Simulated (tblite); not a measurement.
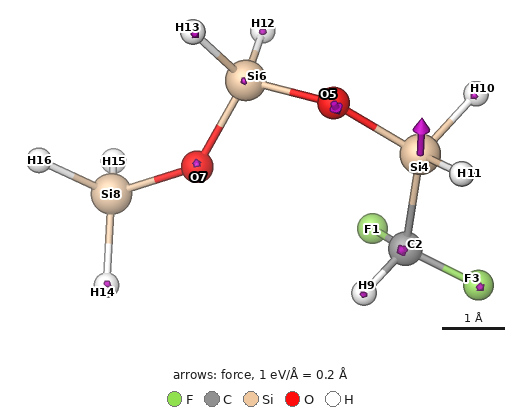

Starting geometry of CH8F2O2Si3 with the computed forces as purple arrows. A ball-and-stick model, seen at a tilt.

These are results of GFN2-xTB geometry optimisation, gas phase (tblite), not measurements. 

Is this structure relaxed? If not, where do the atoms go?

Answer. It isn't relaxed: the largest force vector, on Si4, is 3.58 eV/Å. The final displacements have little in common with the starting forces (cosine between the two patterns 0.15). The energy falls by 12.2 kcal/mol in 194 geometry steps. The largest move after the best rigid fit is that of H15, 1.58 Å. Largest moves by element: H 1.58 Å, O 0.73 Å, F 0.70 Å, Si 0.55 Å, C 0.48 Å. Some distances before and after: C2–Si4 1.845 → 1.937 Å, Si4–O5 1.676 → 1.605 Å, Si6–O7 1.657 → 1.607 Å, Si6–H13 1.491 → 1.454 Å. Bond angles that change, for instance: Si6–O7–Si8 137.8° → 164.7°, Si4–O5–Si6 136.2° → 159.7°, H10–Si4–H11 105.0° → 116.9°. Groups turn about O5–Si6 by about 35°, Si4–O5 by about 25°.
